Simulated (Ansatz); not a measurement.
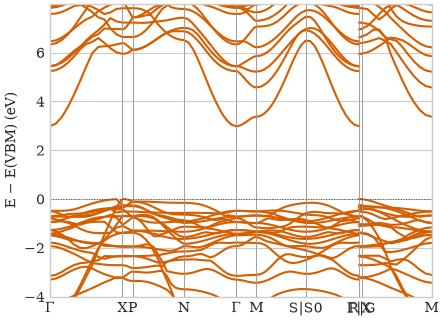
*Band structure from r²SCAN in the plane-wave PAW code Ansatz*

Problem. Read off the gap and where the band edges lie.

Solution. About 3.0 eV (2.98 eV by a search for the band edges); maximum at X, minimum at Γ.

The material is Sr$_{3}$Sn$_{2}$O$_{7}$ in space group I4/mmm (No. 139; Pearson symbol tI24).

The cell is a constructed one: a structure type filled with these elements; neither database checked (COD, Materials Project) lists it. COD files the formula under space group No. 63. Its standing as an ambient phase is unchecked. The r²SCAN relaxation kept the symmetry of its start; whether a distortion lowers the energy is not shown. Spin–orbit coupling is left out wherever it is not named.

Potentials: the earlier of the program's two PAW sets. The files were generated under PBE; for other functionals the program regenerates the frozen cores, and for LDA and PBEsol the local potential too.
